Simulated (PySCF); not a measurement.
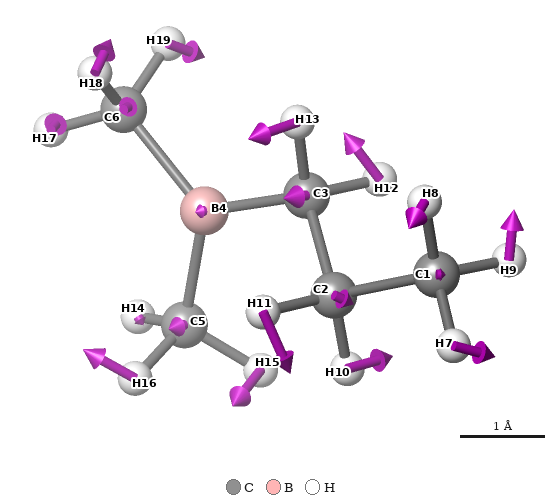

This is a relaxation of C5H13B. The starting structure is drawn; purple arrows show the displacements, 3 times their true length. The two geometries are superimposed by the best rigid fit.

The picture is a ball-and-stick view, seen from a free direction.

The start comes from GFN2-xTB.

Computed with PBE0-D3(BJ)/def2-SVP geometry optimisation, gas phase in PySCF. 

> Which element moves most?

Hydrogen: up to 0.29 Å, against 0.13 Å for carbon.

> Describe the change and its energy.

The largest moves after the best rigid fit, 0.29 Å, are those of H11 and H15. By element the largest moves are H 0.29 Å, C 0.13 Å, B 0.05 Å. Some distances before and after: C3–H12 1.096 → 1.113 Å, C1–H7 1.088 → 1.101 Å, C3–H13 1.093 → 1.105 Å, C2–C3 1.534 → 1.527 Å. Among the angles between lasting bonds that change: B4–C3–H12 106.9° → 102.7°, B4–C5–H16 108.6° → 105.1°, C2–C3–B4 115.8° → 118.8°. After 13 geometry steps the energy has fallen by 6.70 kJ/mol. The largest force component goes from 0.77 to 0.0051 eV/Å. The run took of the order of 2.1 core-minutes on a shared host.
